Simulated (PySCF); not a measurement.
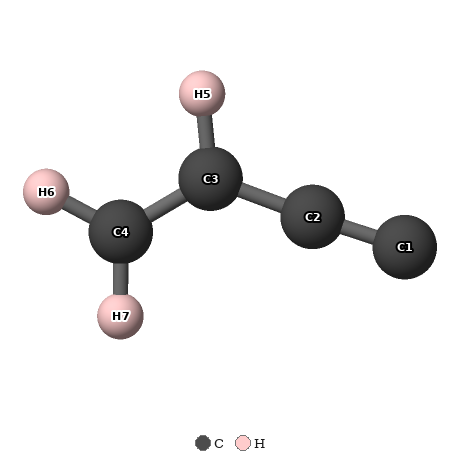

C₄H₃⁻, SMILES [C-]#CC=C. Simulated ¹H spectrum at 600 MHz, line width 1.0 Hz, from GIAO shifts (PBE0/pcSseg-2, against TMS) and couplings (B3LYP/pcJ-1), PySCF, at a PBE0-D3(BJ)/def2-SVP geometry (no frequency check). Gas phase, values of one conformer, averaged over methyl-type rotors and exact or near symmetry; couplings among ¹H are treated exactly, other nuclei are left out. The upper panels enlarge each group of lines, each scaled alone.

> Give the shifts and couplings that make up the spectrum.

```
δ (ppm)  nuclei  atoms
   6.19       1     H5
   4.43       1     H7
   3.76       1     H6
```


| pair | J (Hz) |
| --- | --- |
| H5–H7 | 17.6 |
| H5–H6 | 10.9 |
| H7–H6 | 6.1 |

Not listed: couplings under 0.5 Hz, those between magnetically equivalent nuclei.

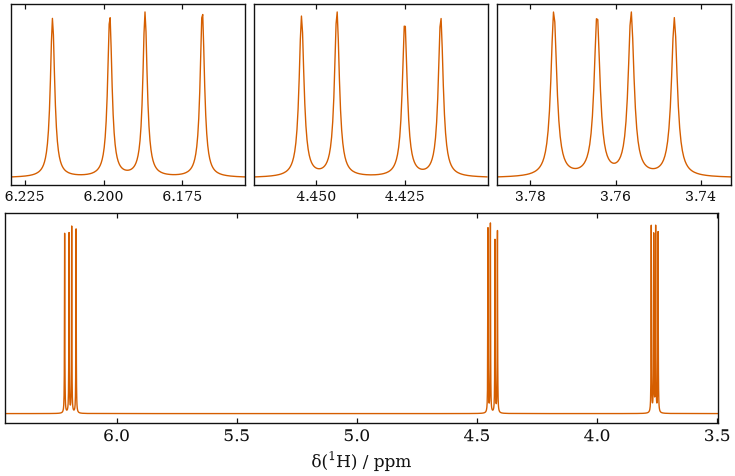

Caveats, for all or some of the runs: an anion in a basis that has no diffuse functions.
